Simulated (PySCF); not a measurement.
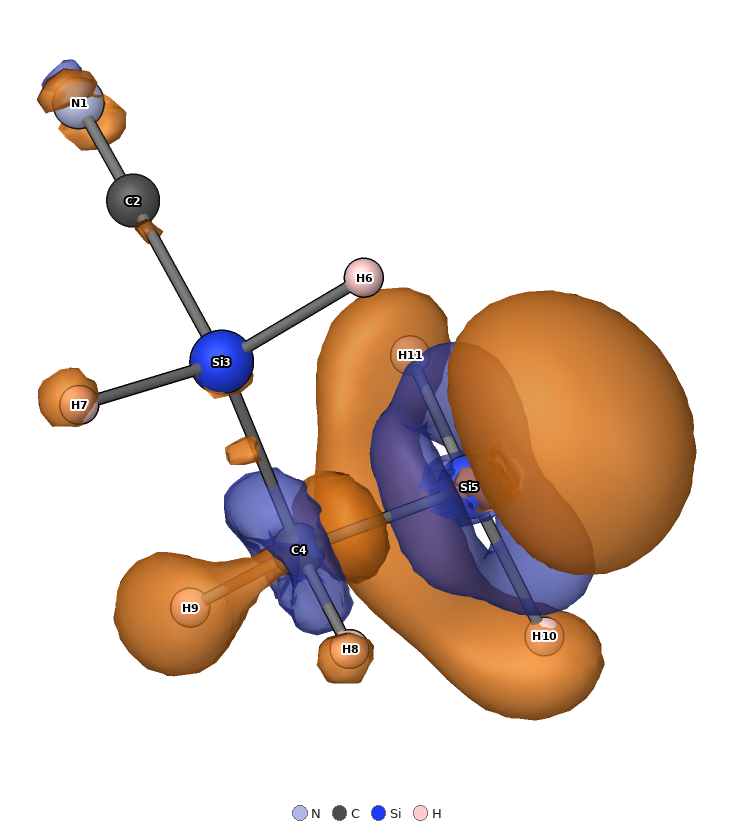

C2H6NSi2, doublet, SMILES `N#C[SiH2]C[SiH2]`. Fukui function f⁻ = ρ(N) − ρ(N−1) at fixed geometry, surfaces at ±0.03 e/Å³ (orange positive, blue negative).

Level of theory: TPSSh/def2-SVPD (PySCF), at a geometry from GFN2-xTB. No frequency check shows the geometry to be a minimum. GFN2-xTB doesn't know the spin state, so this open-shell geometry is rough.

The calculation's input:

```python
import numpy as np
from pyscf import gto, scf, dft
from pyscf.scf import atom_ks, atom_hf
from scipy.linalg import block_diag

def solve(mol, dm0=None, hcore=None):
    mf = (dft.UKS if mol.spin else dft.RKS)(mol, xc='tpssh')
    mf.grids.level = 3
    mf = mf.density_fit(auxbasis='def2-universal-jkfit')
    mf.conv_tol, mf.max_cycle = 1e-8, 80
    if hcore is not None:
        mf.get_hcore = lambda *args: hcore
    mf.kernel(dm0)
    if not mf.converged:
        mf = mf.newton().run(mf.mo_coeff, mf.mo_occ, max_cycle=30)
    assert mf.converged, 'SCF not converged'
    return mf

mol = gto.M(atom='''
N     -2.26975     1.51977    -0.18639
C     -1.70457     0.53617    -0.02642
Si    -0.76885    -1.06353     0.21559
C      0.93918    -0.80713    -0.56699
Si     1.90512     0.64226     0.20815
H     -0.67547    -1.27520     1.66176
H     -1.57442    -2.09500    -0.44836
H      1.51750    -1.72631    -0.46813
H      0.82990    -0.62856    -1.63964
H      3.28215     0.70254    -0.27477
H      1.19309     1.90775     0.10200
''', basis='def2-svpd', charge=0, spin=1, verbose=4)
mf = solve(mol)
out = dict(e0=mf.e_tot, dm0=mf.make_rdm1(), c=mf.mo_coeff, occ=mf.mo_occ, eps=mf.mo_energy)
for name, dq, spin in [('cation', 1, 0), ('anion', -1, 0)]:
    ion = mol.copy().set(charge=mol.charge + dq, spin=spin).build()
    mi = solve(ion)
    if spin and dq > 0 and mol.nao < 130:
        c, _, stable, _ = mi.stability(return_status=True)
        if not stable:
            mi = solve(ion, mi.make_rdm1(c, mi.mo_occ))
    print(name, 'vertical energy change / eV', (mi.e_tot - mf.e_tot) * 27.211386)
    out.update({'e_' + name: mi.e_tot, 'dm_' + name: mi.make_rdm1(), 's2_' + name: mi.spin_square()[0], 'eps_' + name: mi.mo_energy, 'occ_' + name: mi.mo_occ})
# spherically averaged free atoms, for the promolecule
atm = atom_ks.get_atm_nrks(mol, xc='tpssh')
pro = block_diag(*[(atm[a[0]][2] * atm[a[0]][3]) @ atm[a[0]][2].T for a in mol._atom])
np.savez('result.npz', pro=pro, **out)
```

Launched as:

```sh
OMP_NUM_THREADS=1 python input.py
```

The run took 3.6 min on 1 thread of Arm Neoverse V1, on a shared host, peak memory 0.78 GiB.

Partitions, critical points and surface values were worked out afterwards from this run's density.

### On which atoms does the density change most on removal of an electron?

f⁻ (Hirshfeld-condensed) is largest on Si5 (0.55); the vertical ionisation energy is 8.36 eV (to the singlet cation, which needn't be its lowest state). Condensed values hint at sites of electrophilic attack but needn't mark the atom that reacts. Orbital relaxation makes it negative in places (0.24 e in all).
